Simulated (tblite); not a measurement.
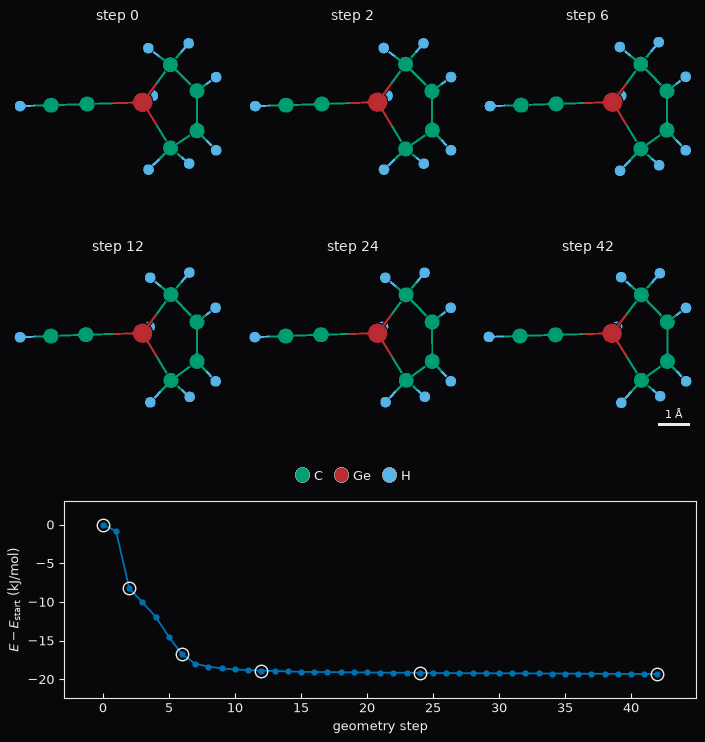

Frames of a relaxation of C6H8Ge, marked on the history of the run. Style: ball-and-stick. Shown from a free direction.

The calculation used GFN2-xTB geometry optimisation, gas phase (tblite 0.8.0). 

Q: What happens along the run?

A: The atom that moves furthest after the best rigid fit is an H atom (0.19 Å). Largest moves by element: H 0.19 Å, C 0.08 Å, Ge 0.02 Å. Some distances before and after: C–Ge 1.933 → 1.987 Å, Ge–H 1.548 → 1.512 Å, C–H 1.118 → 1.091 Å, C–Ge 1.882 → 1.905 Å. Among the angles between lasting bonds that change: C–Ge–H 114.7° → 106.3°, H–C–H 110.4° → 106.9°, C–C–H 120.7° → 117.6°. After 42 geometry steps the energy has fallen by 19.3 kJ/mol. Cost: 0.78 s on 1 thread of Intel(R) Xeon(R) Processor @ 2.50GHz, on a shared host. From step 0 to 2: a C atom moves most (0.03 Å), energy −8.25 kJ/mol. From step 2 to 6: H atoms move most (0.06 Å), energy −8.54 kJ/mol. From step 6 to 12: an H atom moves most (0.05 Å), energy −2.09 kJ/mol. From step 12 to 24: an H atom moves most (0.05 Å), energy −0.29 kJ/mol. From step 24 to 42: an H atom moves most (0.06 Å), energy −0.14 kJ/mol.
